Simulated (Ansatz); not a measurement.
**CH₆AlNS: a spread of methods and bases**

How do the results and run time of CH₆AlNS respond when the settings are drawn wide?

The runs use Ansatz 0.2.0, Gaussian basis; the settings change from run to run.

### 1 The geometry

The structure was relaxed beforehand with PBE0-D4 in a triple-zeta def2 set.

SMILES `[AlH2][NH]CS`, 10 atoms, charge 0, spin multiplicity 1.

Atoms are counted from 1 here; the program's logs count them from 0.

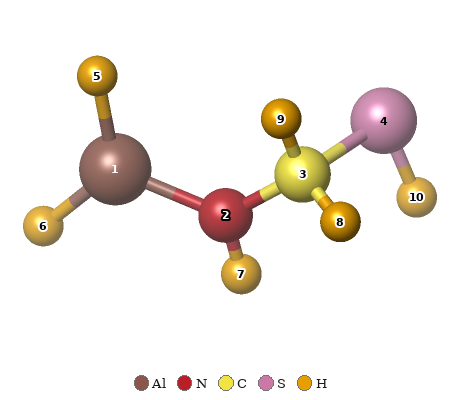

The geometry (aluminium brown, nitrogen red, carbon yellow, sulfur pink, hydrogen amber); atoms are numbered from 1 in the order of the file.

### 2 B3LYP5/STO-3G

Set apart from the defaults: relativity set to scalar.

Contents of in.yaml:

```yaml
crystal:
  periodic: [false, false, false]
  atoms:
    - {symbol: Al, position_ang: [-0.786214, 1.757076, -0.006616]}
    - {symbol: N, position_ang: [-0.363976, 0.097308, 0.467390]}
    - {symbol: C, position_ang: [0.811393, -0.633171, 0.116610]}
    - {symbol: S, position_ang: [0.643262, -1.817094, -1.276683]}
    - {symbol: H, position_ang: [0.316013, 2.572076, -0.796262]}
    - {symbol: H, position_ang: [-2.202885, 2.302179, 0.436702]}
    - {symbol: H, position_ang: [-1.038272, -0.477120, 0.952674]}
    - {symbol: H, position_ang: [1.223741, -1.187280, 0.963022]}
    - {symbol: H, position_ang: [1.587557, 0.052222, -0.231429]}
    - {symbol: H, position_ang: [-0.107717, -2.717298, -0.622406]}
basis:
  gaussian: {orbitals: STO-3G}
hamiltonian: {xc: {name: B3LYP5}, pseudopotentials: {relativity: scalar}}
output: {forces: true}
```

Command:

```console
> ansatz run in.yaml --threads 2 --pin off --events-out ev --progress --plain --max-ram 4352MiB
```

Output (excerpt; [...] marks lines left out):

```text
Functional definition: B3LYP5
  name "B3LYP5"
  cite "Stephens, Devlin, Chabalowski & Frisch, J. Phys. Chem. 98, 11623 (1994) doi:10.1021/j100096a001"
  cite "Becke, Phys. Rev. A 38, 3098 (1988) doi:10.1103/PhysRevA.38.3098"
  cite "Lee, Yang & Parr, Phys. Rev. B 37, 785 (1988) doi:10.1103/PhysRevB.37.785"
  cite "Vosko, Wilk & Nusair, Can. J. Phys. 58, 1200 (1980) doi:10.1139/p80-159"
[...]
415 factors; integrals over basis functions are off by at most 3.6e-5 eV
[...]
mean field -19852.93950564 eV, -729.5820700267 hartree, gradient 3.1e-5 eV, S^2 0.000000; 0 other end points of the search recorded, 0 dependent functions left out
[...]
reference -19852.93969401 eV, -729.5820769492 hartree; 24, 24 occupied and 10, 10 virtual orbitals, 415 factors
Total energy: -19852.93969401 eV, -729.5820769492 hartree
Relativity: scalar
Atom 0 at    -0.786214     1.757076    -0.006616 Å, force    -0.025828     0.636038    -0.173090 eV/Å
Atom 1 at    -0.363976     0.097308     0.467390 Å, force    -0.708806     3.050638    -0.454418 eV/Å
Atom 2 at     0.811393    -0.633171     0.116610 Å, force     0.784523    -0.793214    -0.476462 eV/Å
Atom 3 at     0.643262    -1.817094    -1.276683 Å, force     0.400587    -0.204480    -1.239870 eV/Å
Atom 4 at     0.316013     2.572076    -0.796262 Å, force    -1.152102    -0.860591     0.823810 eV/Å
Atom 5 at    -2.202885     2.302179     0.436702 Å, force     1.457275    -0.612134    -0.442056 eV/Å
Atom 6 at    -1.038272    -0.477120     0.952674 Å, force    -1.071811    -1.085852     0.835672 eV/Å
Atom 7 at     1.223741    -1.187280     0.963022 Å, force     0.296148    -0.287888     0.692939 eV/Å
Atom 8 at     1.587557     0.052222    -0.231429 Å, force     0.389807     0.465119    -0.046193 eV/Å
Atom 9 at    -0.107717    -2.717298    -0.622406 Å, force    -0.369794    -0.307637     0.479667 eV/Å
Dipole moment:    -0.135836    -0.011629     0.246858 e Å
```

It took 0.65 s on 2 threads of AMD EPYC 9R14, shared host; peak memory 0.41 GiB.

Largest force 3.165 eV/Å, dipole 1.35 D.

### 3 B97/def2-mTZVPP

Changes to in.yaml since step 2:

```diff
@@ -14,4 +14,4 @@
 basis:
-  gaussian: {orbitals: STO-3G}
-hamiltonian: {xc: {name: B3LYP5}, pseudopotentials: {relativity: scalar}}
+  gaussian: {orbitals: def2-mTZVPP}
+hamiltonian: {xc: {name: B97}}
 output: {forces: true}
```

The command is unchanged.

Output (excerpt; [...] marks lines left out):

```text
Functional definition: B97
  name "B97"
  cite "Becke, J. Chem. Phys. 107, 8554 (1997) doi:10.1063/1.475007"
[...]
      + integral(e_c_pw_opposite_spin*poly(b97_u_opposite, cos0, cos1, cos2))
1115 factors; integrals over basis functions are off by at most 1.3e-3 eV
[...]
mean field -20055.40336996 eV, -737.0224798053 hartree, gradient 6.0e-5 eV, S^2 0.000000; 0 other end points of the search recorded, 0 dependent functions left out
[...]
reference -20055.40339943 eV, -737.0224808884 hartree; 24, 24 occupied and 98, 98 virtual orbitals, 1115 factors
Total energy: -20055.40339943 eV, -737.0224808884 hartree
Atom 0 at    -0.786214     1.757076    -0.006616 Å, force    -0.090789     0.314492    -0.082148 eV/Å
Atom 1 at    -0.363976     0.097308     0.467390 Å, force    -0.155688     0.000761     0.147183 eV/Å
Atom 2 at     0.811393    -0.633171     0.116610 Å, force     0.327977     0.215873     0.314338 eV/Å
Atom 3 at     0.643262    -1.817094    -1.276683 Å, force     0.040421    -0.343669    -0.573807 eV/Å
Atom 4 at     0.316013     2.572076    -0.796262 Å, force     0.000132     0.002444     0.000057 eV/Å
Atom 5 at    -2.202885     2.302179     0.436702 Å, force    -0.003421     0.000055     0.003029 eV/Å
Atom 6 at    -1.038272    -0.477120     0.952674 Å, force    -0.091653    -0.063016     0.064130 eV/Å
Atom 7 at     1.223741    -1.187280     0.963022 Å, force     0.022882    -0.033562     0.066179 eV/Å
Atom 8 at     1.587557     0.052222    -0.231429 Å, force     0.045406     0.042973    -0.001032 eV/Å
Atom 9 at    -0.107717    -2.717298    -0.622406 Å, force    -0.095265    -0.136352     0.062070 eV/Å
Dipole moment:    -0.098088    -0.043388     0.354781 e Å
```

Run time: 3.9 s. Hardware: 2 threads of AMD EPYC 9R14, shared host; peak memory 0.41 GiB.

Largest force 0.670 eV/Å, dipole 1.78 D.

### 4 rPW86-PBE/def2-TZVPP

This run has rVV10 dispersion.

Changes to in.yaml since step 3:

```diff
@@ -14,4 +14,4 @@
 basis:
-  gaussian: {orbitals: def2-mTZVPP}
-hamiltonian: {xc: {name: B97}}
+  gaussian: {orbitals: def2-TZVPP}
+hamiltonian: {xc: {name: rPW86-PBE}, dispersion: rvv10}
 output: {forces: true}
```

The command is unchanged.

Output (excerpt; [...] marks lines left out):

```text
Functional definition: rPW86-PBE+rVV10
  name "rPW86-PBE+rVV10"
  cite "Murray, Lee & Langreth, J. Chem. Theory Comput. 5, 2754 (2009) doi:10.1021/ct900365q"
  cite "Perdew, Burke & Ernzerhof, Phys. Rev. Lett. 77, 3865 (1996) doi:10.1103/PhysRevLett.77.3865"
  cite "Vydrov & Van Voorhis, J. Chem. Phys. 133, 244103 (2010) doi:10.1063/1.3521275"
  cite "Sabatini, Gorni & de Gironcoli, Phys. Rev. B 87, 041108(R) (2013) doi:10.1103/PhysRevB.87.041108"
  parent "pbe"
[...]
1242 factors; their error is unknown
[...]
mean field -20077.13572036 eV, -737.8211289520 hartree, gradient 1.3e-5 eV, S^2 0.000000; 0 other end points of the search recorded, 0 dependent functions left out
[...]
reference -20077.13584485 eV, -737.8211335269 hartree; 24, 24 occupied and 206, 206 virtual orbitals, 1242 factors
Total energy: -20077.13584485 eV, -737.8211335269 hartree
Atom 0 at    -0.786214     1.757076    -0.006616 Å, force    -0.115612     0.363066    -0.087125 eV/Å
Atom 1 at    -0.363976     0.097308     0.467390 Å, force    -0.140915     0.134497     0.083981 eV/Å
Atom 2 at     0.811393    -0.633171     0.116610 Å, force     0.326947    -0.004732     0.179570 eV/Å
Atom 3 at     0.643262    -1.817094    -1.276683 Å, force     0.102083    -0.183597    -0.517667 eV/Å
Atom 4 at     0.316013     2.572076    -0.796262 Å, force     0.018042    -0.008926    -0.004380 eV/Å
Atom 5 at    -2.202885     2.302179     0.436702 Å, force    -0.006165    -0.004772     0.006628 eV/Å
Atom 6 at    -1.038272    -0.477120     0.952674 Å, force    -0.203377    -0.167521     0.148982 eV/Å
Atom 7 at     1.223741    -1.187280     0.963022 Å, force     0.053577    -0.058878     0.112190 eV/Å
Atom 8 at     1.587557     0.052222    -0.231429 Å, force     0.093095     0.086942    -0.039800 eV/Å
Atom 9 at    -0.107717    -2.717298    -0.622406 Å, force    -0.127674    -0.156079     0.117621 eV/Å
Dipole moment:    -0.075976    -0.080378     0.343588 e Å
```

Run time: 7 s. Hardware: 2 threads of AMD EPYC 9R14, shared host; peak memory 0.41 GiB.

Largest force 0.559 eV/Å, dipole 1.73 D.

### 5 wPBEh/aug-pcseg-2

Options: atoms shaken by 0.08 Å.

Contents of in.yaml:

```yaml
crystal:
  periodic: [false, false, false]
  atoms:
    - {symbol: Al, position_ang: [-0.815086, 1.774537, 0.000814]}
    - {symbol: N, position_ang: [-0.348677, 0.135466, 0.469891]}
    - {symbol: C, position_ang: [0.772715, -0.683891, 0.147490]}
    - {symbol: S, position_ang: [0.539950, -1.891327, -1.162462]}
    - {symbol: H, position_ang: [0.447149, 2.591881, -0.813996]}
    - {symbol: H, position_ang: [-2.259553, 2.297012, 0.377564]}
    - {symbol: H, position_ang: [-0.961426, -0.433278, 1.024672]}
    - {symbol: H, position_ang: [1.092977, -1.312054, 0.960031]}
    - {symbol: H, position_ang: [1.524016, 0.082188, -0.357429]}
    - {symbol: H, position_ang: [-0.135814, -2.737596, -0.635696]}
basis:
  gaussian: {orbitals: aug-pcseg-2}
hamiltonian: {xc: {name: wPBEh}}
```

Launched as before.

Output (excerpt; [...] marks lines left out):

```text
Functional definition: wPBEh
  name "wPBEh"
  cite "Heyd, Scuseria & Ernzerhof, J. Chem. Phys. 118, 8207 (2003) doi:10.1063/1.1564060"
  cite "Krukau, Vydrov, Izmaylov & Scuseria, J. Chem. Phys. 125, 224106 (2006) doi:10.1063/1.2404663"
  cite "Heyd & Scuseria, J. Chem. Phys. 120, 7274 (2004) doi:10.1063/1.1668634"
  cite "Ernzerhof & Perdew, J. Chem. Phys. 109, 3313 (1998) doi:10.1063/1.476928"
  cite "Perdew, Burke & Ernzerhof, Phys. Rev. Lett. 77, 3865 (1996) doi:10.1103/PhysRevLett.77.3865"
  parent pbe
[...]
1427 factors; their error is unknown
185 factors; integrals over basis functions are off by at most 2.5e-6 eV
[...]
mean field -20049.67230525 eV, -736.8118670619 hartree, gradient 5.5e-5 eV, S^2 0.000000; 0 other end points of the search recorded, 0 dependent functions left out
reference -20049.67237701 eV, -736.8118696990 hartree; 24, 24 occupied and 306, 306 virtual orbitals, 1427 factors
Total energy: -20049.67237701 eV, -736.8118696990 hartree
```

It took 7 s on 2 threads of AMD EPYC 9R14, shared host; peak memory 0.85 GiB.

### 6 RPA/STO-3G

This run has atoms shaken by 0.15 Å, density fitting with cc-pVTZ-jkfit.

Contents of in.yaml:

```yaml
crystal:
  periodic: [false, false, false]
  atoms:
    - {symbol: Al, position_ang: [-1.155436, 1.730252, -0.071061]}
    - {symbol: N, position_ang: [-0.522398, 0.054210, 0.604953]}
    - {symbol: C, position_ang: [0.636965, -0.338973, 0.378282]}
    - {symbol: S, position_ang: [0.618097, -1.909634, -1.163912]}
    - {symbol: H, position_ang: [0.343841, 2.431243, -0.625377]}
    - {symbol: H, position_ang: [-2.138743, 2.417333, 0.444495]}
    - {symbol: H, position_ang: [-1.271684, -0.549028, 0.820315]}
    - {symbol: H, position_ang: [1.413629, -1.046549, 0.965614]}
    - {symbol: H, position_ang: [1.572111, -0.098761, -0.008967]}
    - {symbol: H, position_ang: [0.172190, -2.746481, -1.030242]}
basis:
  gaussian: {orbitals: STO-3G, fitting: {mean_field: cc-pVTZ-jkfit}}
hamiltonian: {xc: {name: PBE0}}
correlation: {method: rpa}
```

Launched as before.

Output (excerpt; [...] marks lines left out):

```text
Functional definition: PBE0
  name "PBE0"
  cite "Adamo & Barone, J. Chem. Phys. 110, 6158 (1999) doi:10.1063/1.478522"
  cite "Perdew, Burke & Ernzerhof, Phys. Rev. Lett. 77, 3865 (1996) doi:10.1103/PhysRevLett.77.3865"
  parent pbe
[...]
580 factors; integrals over basis functions are off by at most 8.9e-4 eV
[...]
mean field -19804.17403933 eV, -727.7899721942 hartree, gradient 3.3e-6 eV, S^2 0.000000; 0 other end points of the search recorded, 0 dependent functions left out
12 core orbitals not correlated: weight in the atoms' cores, before any rotation towards them, 1.000 or more for the frozen orbitals, at most 0.000 for the correlated occupied ones
reference -19765.71886855 eV, -726.3767707339 hartree; 12, 12 occupied and 10, 10 virtual orbitals, 580 factors
Total energy: -19773.87493577 eV, -726.6765006758 hartree
```

Run time: 0.7 s. Hardware: 2 threads of AMD EPYC 9R14, shared host; peak memory 0.41 GiB.

### 7 BCCD(T)/STO-3G

This run has coordinates scaled by 1.25.

Contents of in.yaml:

```yaml
crystal:
  periodic: [false, false, false]
  atoms:
    - {symbol: Al, position_ang: [-0.982768, 2.196345, -0.008270]}
    - {symbol: N, position_ang: [-0.454970, 0.121635, 0.584237]}
    - {symbol: C, position_ang: [1.014242, -0.791463, 0.145762]}
    - {symbol: S, position_ang: [0.804078, -2.271367, -1.595854]}
    - {symbol: H, position_ang: [0.395016, 3.215095, -0.995327]}
    - {symbol: H, position_ang: [-2.753606, 2.877724, 0.545877]}
    - {symbol: H, position_ang: [-1.297841, -0.596400, 1.190843]}
    - {symbol: H, position_ang: [1.529676, -1.484100, 1.203778]}
    - {symbol: H, position_ang: [1.984447, 0.065277, -0.289287]}
    - {symbol: H, position_ang: [-0.134646, -3.396622, -0.778008]}
basis:
  gaussian: {orbitals: STO-3G}
hamiltonian: {xc: {name: HF}}
correlation: {method: bccd_t}
```

Same command.

Output (excerpt; [...] marks lines left out):

```text
Functional definition: HF
  name "HF"
  cite "Fock, Z. Phys. 61, 126 (1930) doi:10.1007/BF01340294"
  parent pbe
[...]
406 factors; integrals over basis functions are off by at most 3.8e-5 eV
[...]
mean field -19763.90163827 eV, -726.3099887527 hartree, gradient 8.5e-6 eV, S^2 0.000000; 1 other end points of the search recorded, 0 dependent functions left out; unrestricted orbitals would lower it
12 core orbitals not correlated: weight in the atoms' cores, before any rotation towards them, 1.000 or more for the frozen orbitals, at most 0.000 for the correlated occupied ones
reference -19763.90163827 eV, -726.3099887527 hartree; 12, 12 occupied and 10, 10 virtual orbitals, 406 factors
second order -6.81440158 eV of doubles, -0.00000000 eV of singles
cycle   1  -8.18013240 eV  change    -1.4e0 eV  update   1.5e-1
[...]
cycle  15  -9.28052984 eV  change   -2.2e-5 eV  update   5.6e-6
perturbative correction -0.29981130 eV, -0.0110178619 hartree
Total energy: -19773.48197940 eV, -726.6620597956 hartree
```

Run time: 0.45 s. Hardware: 2 threads of AMD EPYC 9R14, shared host; peak memory 0.41 GiB.

### 8 B2GP-PLYP/STO-3G

Options: the search for lower states set to off.

Contents of in.yaml:

```yaml
crystal:
  periodic: [false, false, false]
  atoms:
    - {symbol: Al, position_ang: [-0.786214, 1.757076, -0.006616]}
    - {symbol: N, position_ang: [-0.363976, 0.097308, 0.467390]}
    - {symbol: C, position_ang: [0.811393, -0.633171, 0.116610]}
    - {symbol: S, position_ang: [0.643262, -1.817094, -1.276683]}
    - {symbol: H, position_ang: [0.316013, 2.572076, -0.796262]}
    - {symbol: H, position_ang: [-2.202885, 2.302179, 0.436702]}
    - {symbol: H, position_ang: [-1.038272, -0.477120, 0.952674]}
    - {symbol: H, position_ang: [1.223741, -1.187280, 0.963022]}
    - {symbol: H, position_ang: [1.587557, 0.052222, -0.231429]}
    - {symbol: H, position_ang: [-0.107717, -2.717298, -0.622406]}
basis:
  gaussian: {orbitals: STO-3G}
hamiltonian: {xc: {name: B2GP-PLYP}}
scf: {lower_state_search: off}
```

The command is unchanged.

Output (excerpt; [...] marks lines left out):

```text
Functional definition: B2GP-PLYP
  name "B2GP-PLYP"
  cite "Karton, Tarnopolsky, Lamère, Schatz & Martin, J. Phys. Chem. A 112, 12868 (2008) doi:10.1021/jp801805p"
  cite "Becke, Phys. Rev. A 38, 3098 (1988) doi:10.1103/PhysRevA.38.3098"
  cite "Lee, Yang & Parr, Phys. Rev. B 37, 785 (1988) doi:10.1103/PhysRevB.37.785"
[...]
415 factors; integrals over basis functions are off by at most 3.6e-5 eV
[...]
mean field -19807.25297959 eV, -727.9031211617 hartree, gradient 7.7e-6 eV, S^2 0.000000; 0 other end points of the search recorded, 0 dependent functions left out
12 core orbitals not correlated: weight in the atoms' cores, before any rotation towards them, 0.999 or more for the frozen orbitals, at most 0.000 for the correlated occupied ones
reference -19807.25307022 eV, -727.9031244923 hartree; 12, 12 occupied and 10, 10 virtual orbitals, 415 factors
second order -5.10629289 eV of doubles, -0.00000000 eV of singles
Total energy: -19809.09133566 eV, -727.9706795011 hartree
Checks for a lower state left out: stability, starts, cluster_reference, orbital_swaps, neighbouring_geometries, increment
```

Wall time 0.35 s (2 threads of AMD EPYC 9R14, shared host); peak memory 0.41 GiB.

### 9 PBE0/def2-SVPD

This run has D3(BJ) with three-body dispersion, the search for lower states set to full.

Changes to in.yaml since step 8:

```diff
@@ -14,4 +14,5 @@
 basis:
-  gaussian: {orbitals: STO-3G}
-hamiltonian: {xc: {name: B2GP-PLYP}}
-scf: {lower_state_search: off}
+  gaussian: {orbitals: def2-SVPD}
+hamiltonian: {xc: {name: PBE0}, dispersion: d3bjatm}
+scf: {lower_state_search: full}
+output: {forces: true}
```

Same command.

Output (excerpt; [...] marks lines left out):

```text
Functional definition: PBE0
  name "PBE0"
  cite "Adamo & Barone, J. Chem. Phys. 110, 6158 (1999) doi:10.1063/1.478522"
  cite "Perdew, Burke & Ernzerhof, Phys. Rev. Lett. 77, 3865 (1996) doi:10.1103/PhysRevLett.77.3865"
  parent pbe
[...]
1248 factors; their error is unknown
[...]
mean field -20040.41354738 eV, -736.4716139861 hartree, gradient 2.7e-5 eV, S^2 0.000000; 0 other end points of the search recorded, 0 dependent functions left out
[...]
reference -20040.41359661 eV, -736.4716157953 hartree; 24, 24 occupied and 115, 115 virtual orbitals, 1248 factors
Total energy: -20040.59897713 eV, -736.4784284037 hartree
Atom 0 at    -0.786214     1.757076    -0.006616 Å, force    -0.089563     0.324480    -0.084853 eV/Å
Atom 1 at    -0.363976     0.097308     0.467390 Å, force     0.192701    -0.266775    -0.005658 eV/Å
Atom 2 at     0.811393    -0.633171     0.116610 Å, force    -0.212397     0.090825    -0.030176 eV/Å
Atom 3 at     0.643262    -1.817094    -1.276683 Å, force     0.094362     0.040670    -0.218790 eV/Å
Atom 4 at     0.316013     2.572076    -0.796262 Å, force     0.027798     0.014182    -0.017213 eV/Å
Atom 5 at    -2.202885     2.302179     0.436702 Å, force    -0.026185     0.009765     0.009411 eV/Å
Atom 6 at    -1.038272    -0.477120     0.952674 Å, force    -0.148122    -0.086069     0.110186 eV/Å
Atom 7 at     1.223741    -1.187280     0.963022 Å, force     0.104748    -0.118913     0.203882 eV/Å
Atom 8 at     1.587557     0.052222    -0.231429 Å, force     0.181963     0.154771    -0.059814 eV/Å
Atom 9 at    -0.107717    -2.717298    -0.622406 Å, force    -0.125305    -0.162935     0.093023 eV/Å
Dipole moment:    -0.097941    -0.027967     0.360849 e Å
```

It took 2.6 s on 2 threads of AMD EPYC 9R14, shared host; peak memory 0.41 GiB.

Largest force 0.347 eV/Å, dipole 1.80 D.

### 10 PBEsol/def2-mTZVPP

Set apart from the defaults: density fitting with cc-pVTZ-jkfit, high accuracy.

Changes to in.yaml since step 9:

```diff
@@ -14,5 +14,4 @@
 basis:
-  gaussian: {orbitals: def2-SVPD}
-hamiltonian: {xc: {name: PBE0}, dispersion: d3bjatm}
-scf: {lower_state_search: full}
-output: {forces: true}
+  gaussian: {orbitals: def2-mTZVPP, fitting: {mean_field: cc-pVTZ-jkfit}}
+hamiltonian: {xc: {name: PBEsol}}
+accuracy: high
```

Same command.

Output:

```text
Functional definition: PBEsol
  name "PBEsol"
  cite "Perdew et al., Phys. Rev. Lett. 100, 136406 (2008) doi:10.1103/PhysRevLett.100.136406"
  cite "Perdew, Burke & Ernzerhof, Phys. Rev. Lett. 77, 3865 (1996) doi:10.1103/PhysRevLett.77.3865"
  parent pbesol
  exchange = pbesol_x
  correlation = pbesol_c
580 factors; integrals over basis functions are off by at most 2.4e-1 eV
mean field evaluation 1: about -19993.6049 eV, gradient 7.4e1 eV
mean field evaluation 2: about -19925.6971 eV, gradient 1.6e2 eV
mean field evaluation 4: about -20005.0742 eV, gradient 1.1e1 eV
mean field evaluation 8: about -20005.3931 eV, gradient 8.4e-2 eV
mean field evaluation 16: about -20005.3907 eV, gradient 2.0e-5 eV
mean field -20005.39065348 eV, -735.1845463744 hartree, gradient 7.5e-8 eV, S^2 0.000000; 0 other end points of the search recorded, 0 dependent functions left out
reference -20005.39065768 eV, -735.1845465291 hartree; 24, 24 occupied and 98, 98 virtual orbitals, 580 factors
Total energy: -20005.39065768 eV, -735.1845465291 hartree
```

Wall time 2.2 s (2 threads of AMD EPYC 9R14, shared host); peak memory 0.41 GiB.

### 11 All runs side by side

| level | charge | multiplicity | geometry | functions | energy (eV) | time |
| --- | --- | --- | --- | --- | --- | --- |
| B3LYP5/STO-3G | 0 | 1 | relaxed | 34 | -19852.940 | 0.65 s |
| B97/def2-mTZVPP | 0 | 1 | relaxed | 122 | -20055.403 | 3.9 s |
| rPW86-PBE/def2-TZVPP | 0 | 1 | relaxed | 230 | -20077.136 | 7 s |
| wPBEh/aug-pcseg-2 | 0 | 1 | shaken | 330 | -20049.672 | 7 s |
| RPA/STO-3G | 0 | 1 | shaken | 34 | -19773.875 | 0.7 s |
| BCCD(T)/STO-3G | 0 | 1 | scaled | 34 | -19773.482 | 0.45 s |
| B2GP-PLYP/STO-3G | 0 | 1 | relaxed | 34 | -19809.091 | 0.35 s |
| PBE0/def2-SVPD | 0 | 1 | relaxed | 139 | -20040.599 | 2.6 s |
| PBEsol/def2-mTZVPP | 0 | 1 | relaxed | 122 | -20005.391 | 2.2 s |

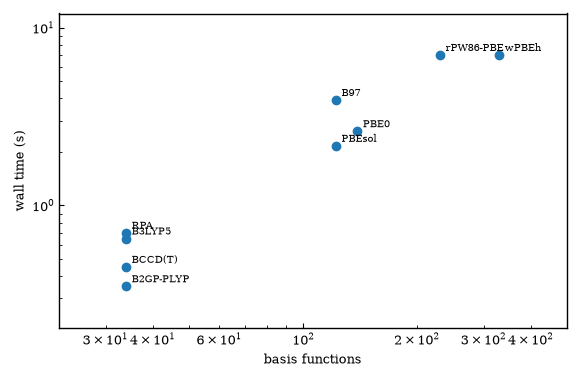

Wall time against the number of basis functions (shared host).

### 12 Outcome

| quantity | value |
| --- | --- |
| runs | 9 |
| quickest | B2GP-PLYP/STO-3G, 0.35 s |
| slowest | rPW86-PBE/def2-TZVPP, 7 s |
| spread of total energies, same state and geometry | 268.0 eV |
| dipole, same state and geometry | 1.35 to 1.80 D |

In words: rPW86-PBE/def2-TZVPP took 20 times as long as B2GP-PLYP/STO-3G. The jobs differ in tasks and options as well as level. Total energies at one charge and spin differ by 268 eV between levels, so only differences within one level mean anything. Some of these runs are scalar-relativistic and others not, which shifts the totals of all-electron atoms past neon by eV; core potentials, where a basis has them, take the core out of the total altogether. At the PBE0-D4/def2-TZVP geometry and in the same state, runs without warnings or point charges leave forces up to 3.16 eV/Å (B3LYP5/STO-3G). At that geometry and state the dipole changes by 33 % between the lowest and highest value.
